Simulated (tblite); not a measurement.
## Run report: C₆H₇Al, geometry relaxation (part 1 of 2)

- system: C₆H₇Al, SMILES [AlH2][c]1ccccc1
- method: GFN2-xTB geometry optimisation, gas phase (tblite 0.8.0)

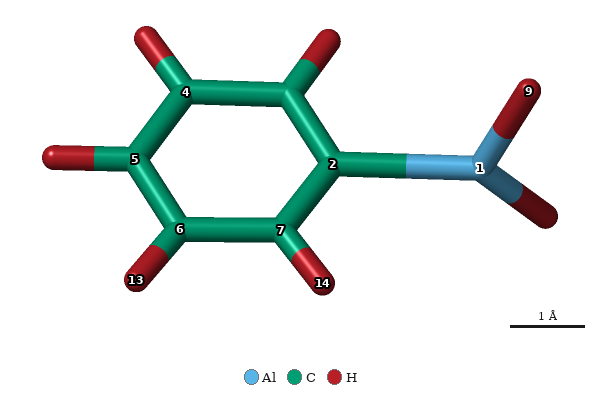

*The starting structure (stick view, seen at a tilt; atoms are numbered from 1 in the order of the input). Sticks mark near contacts.*

### The input
```
{"job": {"kind": "relax", "xc": "GFN2-xTB", "basis": "xTB"}, "charge": 0, "multiplicity": 1}
Al     2.688200    -0.314700    -0.040100
C      0.697700    -0.091300    -0.036500
C      0.161100     1.119600    -0.293700
C     -1.239900     1.284000    -0.301400
C     -2.000900     0.153600     0.034600
C     -1.460000    -1.079900     0.300600
C     -0.078600    -1.189000     0.276400
H      3.537300    -0.477800    -1.350400
H      3.423700     0.149800     1.321300
H      0.749500     2.003400    -0.532500
H     -1.722100     2.230100    -0.509200
H     -3.092400     0.266500     0.034900
H     -2.097200    -1.918200     0.558700
H      0.432100    -2.137100     0.493000
```

The first line tells a small driver script what to run in tblite; the rest is the geometry in Å.

Run on 1 CPU thread, shared host.

Launched with:
```bash
OMP_NUM_THREADS=1 python <driver script> task.json out
```

### What the program printed
```
step      E/eV     max force
  0    -474.27509    3.458
  1    -474.42323    1.444
  2    -474.47151    0.777
  3    -474.50278    0.550
  4    -474.52870    0.425
  5    -474.54265    0.386
  6    -474.55106    0.324
  7    -474.55602    0.214
  8    -474.55979    0.166
  9    -474.56269    0.225
 10    -474.56522    0.200
 11    -474.56766    0.128
 12    -474.56960    0.100
 13    -474.57099    0.116
 14    -474.57216    0.097
 15    -474.57305    0.080
 16    -474.57355    0.050
 17    -474.57375    0.037
 18    -474.57384    0.025
 19    -474.57389    0.019
 20    -474.57392    0.018
 21    -474.57397    0.021
 22    -474.57402    0.022
 23    -474.57406    0.016
 24    -474.57409    0.016
 25    -474.57411    0.017
 26    -474.57414    0.021
 27    -474.57419    0.021
 28    -474.57424    0.020
 29    -474.57428    0.015
 30    -474.57431    0.014
 31    -474.57433    0.013
 32    -474.57435    0.013
 33    -474.57438    0.014
 34    -474.57440    0.018
 35    -474.57445    0.021
 36    -474.57451    0.022
 37    -474.57457    0.026
 38    -474.57463    0.029
 39    -474.57470    0.026
 40    -474.57477    0.033
 41    -474.57485    0.036
 42    -474.57494    0.028
 43    -474.57500    0.019
 44    -474.57505    0.019
 45    -474.57510    0.021
 46    -474.57514    0.017
 47    -474.57519    0.014
 48    -474.57522    0.013
 49    -474.57524    0.014
 50    -474.57526    0.015
 51    -474.57527    0.010
 52    -474.57529    0.008
 53    -474.57738    0.213
 54    -474.57891    0.170
 55    -474.58091    0.115
 56    -474.58121    0.108
 57    -474.58182    0.055
 58    -474.58194    0.046
 59    -474.58209    0.023
 60    -474.58216    0.023
 61    -474.58223    0.024
 62    -474.58233    0.034
 63    -474.58249    0.037
 64    -474.58269    0.034
 65    -474.58296    0.055
 66    -474.58340    0.089
 67    -474.58432    0.131
 68    -474.58627    0.186
 69    -474.58909    0.232
 70    -474.59420    0.205
 71    -474.61010    0.213
 72    -474.61932    0.283
 73    -474.61825    0.422
 74    -474.63787    0.286
 75    -474.65861    0.204
 76    -474.67162    0.266
 77    -474.68285    0.171
 78    -474.68603    0.180
 79    -474.68903    0.167
 80    -474.69164    0.147
 81    -474.69379    0.093
 82    -474.69534    0.104
 83    -474.69652    0.073
 84    -474.69693    0.035
 85    -474.69720    0.034
 86    -474.69749    0.055
 87    -474.69787    0.070
 88    -474.69822    0.054
 89    -474.69853    0.047
 90    -474.69881    0.047
 91    -474.69912    0.065
 92    -474.69942    0.079
 93    -474.69966    0.064
 94    -474.69986    0.033
 95    -474.70004    0.027
 96    -474.70016    0.020
 97    -474.70025    0.018
 98    -474.70030    0.020
 99    -474.70034    0.016
100    -474.70038    0.012
101    -474.70042    0.015
102    -474.70045    0.014
103    -474.70047    0.013
104    -474.70049    0.011
105    -474.70052    0.010
```

### Trajectory as extended XYZ (Å, eV, eV/Å), 16 of the 106 frames kept, from step=0 to step=105
```
14
Properties=species:S:1:pos:R:3:forces:R:3 step=0 energy=-474.27509
Al    2.6882   -0.3147   -0.0401    0.0820   0.8830   0.3310
C     0.6977   -0.0913   -0.0365    2.7430  -1.3200   0.1610
C     0.1611    1.1196   -0.2937   -2.4410   2.3600  -0.6570
C    -1.2399    1.2840   -0.3014    0.5540  -1.1610   0.5360
C    -2.0009    0.1536    0.0346   -1.0010   1.2740  -0.5490
C    -1.4600   -1.0799    0.3006    0.4530  -0.2820   0.2720
C    -0.0786   -1.1890    0.2764   -0.8130  -0.9730   0.1950
H     3.5373   -0.4778   -1.3504   -0.0120  -0.1880   0.2680
H     3.4237    0.1498    1.3213   -0.0540  -0.4070  -0.5320
H     0.7495    2.0034   -0.5325    0.2070  -0.2770   0.0480
H    -1.7221    2.2301   -0.5092    0.1230  -0.1320   0.0140
H    -3.0924    0.2665    0.0349    0.3900  -0.0760   0.0520
H    -2.0972   -1.9182    0.5587    0.0790   0.0860  -0.0680
H     0.4321   -2.1371    0.4930   -0.3080   0.2140  -0.0720
14
Properties=species:S:1:pos:R:3:forces:R:3 step=7 energy=-474.55602
Al    2.7194   -0.1880   -0.0393   -0.0190  -0.0190   0.0260
C     0.7569   -0.1035   -0.0427   -0.1230   0.0310  -0.0080
C     0.1253    1.1244   -0.3082    0.0460  -0.1030   0.0390
C    -1.2475    1.2541   -0.2798   -0.1800   0.0800  -0.0610
C    -2.0453    0.1614    0.0191    0.0420   0.0060   0.0520
C    -1.4533   -1.0587    0.3083   -0.1830   0.0620  -0.0560
C    -0.0791   -1.1866    0.2719    0.0100  -0.0080  -0.0010
H     3.5468   -0.5079   -1.2993    0.1390  -0.0050  -0.0250
H     3.4577    0.0958    1.2796    0.2100   0.0060   0.0430
H     0.7490    1.9817   -0.5333   -0.0120   0.0780  -0.0500
H    -1.7078    2.2068   -0.5014   -0.0040   0.0360   0.0110
H    -3.1225    0.2671    0.0387    0.0760  -0.0300  -0.0010
H    -2.0804   -1.9041    0.5507    0.0210  -0.0720   0.0220
H     0.3794   -2.1434    0.4915   -0.0240  -0.0610   0.0090
14
Properties=species:S:1:pos:R:3:forces:R:3 step=14 energy=-474.57216
Al    2.7345   -0.1829   -0.0250   -0.0620  -0.0520  -0.0540
C     0.7478   -0.1022   -0.0395    0.0050   0.0110  -0.0040
C     0.1116    1.1242   -0.3127    0.0360  -0.0480   0.0350
C    -1.2638    1.2610   -0.2836   -0.0180  -0.0280  -0.0220
C    -2.0563    0.1648    0.0205   -0.0100  -0.0120   0.0280
C    -1.4678   -1.0589    0.3034   -0.0220   0.0510  -0.0400
C    -0.0915   -1.1882    0.2680    0.0160   0.0270   0.0260
H     3.5925   -0.5076   -1.2796   -0.0100   0.0230   0.0470
H     3.5406    0.0869    1.2672    0.0520   0.0090   0.0110
H     0.7303    1.9851   -0.5480   -0.0090   0.0130  -0.0120
H    -1.7173    2.2212   -0.4993    0.0040  -0.0840   0.0170
H    -3.1322    0.2642    0.0428    0.0010   0.0050   0.0060
H    -2.0822   -1.9150    0.5512   -0.0070   0.0530  -0.0260
H     0.3524   -2.1535    0.4901    0.0240   0.0300  -0.0120
14
Properties=species:S:1:pos:R:3:forces:R:3 step=21 energy=-474.57397
Al    2.7336   -0.1897   -0.0217   -0.0060  -0.0030  -0.0200
C     0.7480   -0.1013   -0.0368    0.0060   0.0100   0.0090
C     0.1116    1.1234   -0.3113    0.0020  -0.0040   0.0000
C    -1.2642    1.2571   -0.2847   -0.0100   0.0070   0.0030
C    -2.0593    0.1653    0.0225    0.0010  -0.0090  -0.0020
C    -1.4697   -1.0571    0.3006    0.0000  -0.0030   0.0010
C    -0.0931   -1.1856    0.2702    0.0120   0.0030   0.0010
H     3.5966   -0.5044   -1.2715   -0.0150  -0.0010   0.0060
H     3.5582    0.0851    1.2603    0.0120  -0.0030   0.0120
H     0.7252    1.9865   -0.5518    0.0040   0.0020  -0.0010
H    -1.7207    2.2134   -0.4989   -0.0030   0.0050  -0.0090
H    -3.1349    0.2659    0.0452    0.0010   0.0040   0.0030
H    -2.0873   -1.9101    0.5449   -0.0070  -0.0080  -0.0080
H     0.3547   -2.1495    0.4886    0.0020   0.0000   0.0040
14
Properties=species:S:1:pos:R:3:forces:R:3 step=28 energy=-474.57424
Al    2.7330   -0.1894   -0.0199   -0.0010   0.0010   0.0130
C     0.7477   -0.0967   -0.0300    0.0130  -0.0130   0.0080
C     0.1101    1.1259   -0.3097    0.0070   0.0020  -0.0040
C    -1.2661    1.2578   -0.2848    0.0180  -0.0020  -0.0040
C    -2.0588    0.1643    0.0227   -0.0020   0.0100  -0.0020
C    -1.4685   -1.0580    0.2988    0.0050  -0.0020   0.0060
C    -0.0912   -1.1837    0.2739   -0.0060  -0.0010  -0.0060
H     3.5873   -0.5067   -1.2733   -0.0040  -0.0020  -0.0060
H     3.5663    0.0793    1.2603   -0.0010  -0.0060  -0.0080
H     0.7251    1.9874   -0.5532   -0.0110   0.0060   0.0030
H    -1.7233    2.2123   -0.5048   -0.0080   0.0070   0.0020
H    -3.1338    0.2663    0.0479   -0.0140  -0.0090  -0.0060
H    -2.0873   -1.9126    0.5356    0.0050  -0.0040   0.0020
H     0.3582   -2.1473    0.4921   -0.0020   0.0130   0.0030
14
Properties=species:S:1:pos:R:3:forces:R:3 step=35 energy=-474.57445
Al    2.7338   -0.1914   -0.0168   -0.0060   0.0040   0.0160
C     0.7493   -0.0921   -0.0227   -0.0030  -0.0010  -0.0100
C     0.1102    1.1283   -0.3084   -0.0130   0.0150   0.0060
C    -1.2666    1.2579   -0.2868    0.0030  -0.0050   0.0060
C    -2.0592    0.1642    0.0209    0.0000  -0.0040  -0.0090
C    -1.4675   -1.0573    0.2977    0.0150  -0.0110  -0.0020
C    -0.0899   -1.1801    0.2764    0.0030   0.0010   0.0120
H     3.5746   -0.5096   -1.2777    0.0090  -0.0040  -0.0100
H     3.5753    0.0705    1.2596   -0.0010  -0.0080  -0.0110
H     0.7216    1.9926   -0.5515   -0.0010  -0.0070   0.0060
H    -1.7250    2.2118   -0.5076   -0.0030   0.0030  -0.0010
H    -3.1349    0.2621    0.0442   -0.0030   0.0060  -0.0090
H    -2.0831   -1.9155    0.5303   -0.0030   0.0100   0.0060
H     0.3600   -2.1423    0.4982    0.0030   0.0020   0.0010
14
Properties=species:S:1:pos:R:3:forces:R:3 step=42 energy=-474.57494
Al    2.7330   -0.1961   -0.0126    0.0150  -0.0080  -0.0220
C     0.7505   -0.0785   -0.0101   -0.0130   0.0170   0.0150
C     0.1059    1.1383   -0.2991   -0.0050   0.0040  -0.0060
C    -1.2715    1.2591   -0.2891   -0.0110  -0.0010  -0.0060
C    -2.0599    0.1593    0.0077    0.0010   0.0010   0.0140
C    -1.4623   -1.0573    0.2956   -0.0080   0.0090   0.0050
C    -0.0838   -1.1705    0.2885   -0.0050   0.0020  -0.0070
H     3.5491   -0.5188   -1.2906    0.0070   0.0030   0.0070
H     3.5994    0.0388    1.2516   -0.0060  -0.0040  -0.0010
H     0.7121    2.0064   -0.5384    0.0140   0.0030   0.0070
H    -1.7339    2.2112   -0.5117    0.0020  -0.0130  -0.0030
H    -3.1367    0.2519    0.0176    0.0100  -0.0100  -0.0040
H    -2.0760   -1.9167    0.5291    0.0060   0.0010  -0.0050
H     0.3727   -2.1281    0.5170   -0.0050  -0.0030   0.0050
14
Properties=species:S:1:pos:R:3:forces:R:3 step=49 energy=-474.57524
Al    2.7327   -0.2010   -0.0151    0.0080  -0.0030  -0.0110
C     0.7506   -0.0669    0.0023   -0.0020  -0.0020  -0.0040
C     0.1029    1.1466   -0.2928    0.0010  -0.0040   0.0050
C    -1.2753    1.2601   -0.2917   -0.0020   0.0030   0.0030
C    -2.0601    0.1570    0.0025   -0.0010   0.0000  -0.0070
C    -1.4591   -1.0560    0.2966   -0.0070   0.0050   0.0010
C    -0.0803   -1.1627    0.2967   -0.0030  -0.0010   0.0050
H     3.5392   -0.5239   -1.2992    0.0000   0.0030   0.0030
H     3.6101    0.0154    1.2440   -0.0020  -0.0040   0.0040
H     0.7100    2.0158   -0.5265   -0.0100   0.0070   0.0000
H    -1.7426    2.2087   -0.5184    0.0060  -0.0020  -0.0070
H    -3.1373    0.2419    0.0004    0.0030   0.0020   0.0060
H    -2.0703   -1.9179    0.5265    0.0040  -0.0030  -0.0010
H     0.3783   -2.1181    0.5303    0.0040  -0.0030   0.0020
14
Properties=species:S:1:pos:R:3:forces:R:3 step=56 energy=-474.58121
Al    2.7401   -0.2021   -0.0167   -0.1080   0.0080   0.0020
C     0.7521   -0.0659    0.0038    0.0210  -0.0010  -0.0010
C     0.1031    1.1443   -0.3019    0.0040  -0.0080  -0.0030
C    -1.2755    1.2581   -0.2996    0.0180  -0.0050  -0.0040
C    -2.0601    0.1567    0.0013    0.0000  -0.0020   0.0010
C    -1.4586   -1.0537    0.3047    0.0190   0.0050   0.0020
C    -0.0791   -1.1587    0.3093    0.0050   0.0040   0.0020
H     3.5479   -0.2776   -1.3397    0.0170   0.0210   0.0340
H     3.5898   -0.2330    1.2817    0.0110  -0.0240  -0.0330
H     0.7081    2.0125   -0.5452   -0.0010  -0.0010  -0.0040
H    -1.7426    2.2053   -0.5323    0.0050  -0.0030  -0.0050
H    -3.1373    0.2412   -0.0012    0.0010   0.0020   0.0020
H    -2.0690   -1.9157    0.5367    0.0050   0.0020   0.0040
H     0.3797   -2.1115    0.5536    0.0040   0.0020   0.0040
```
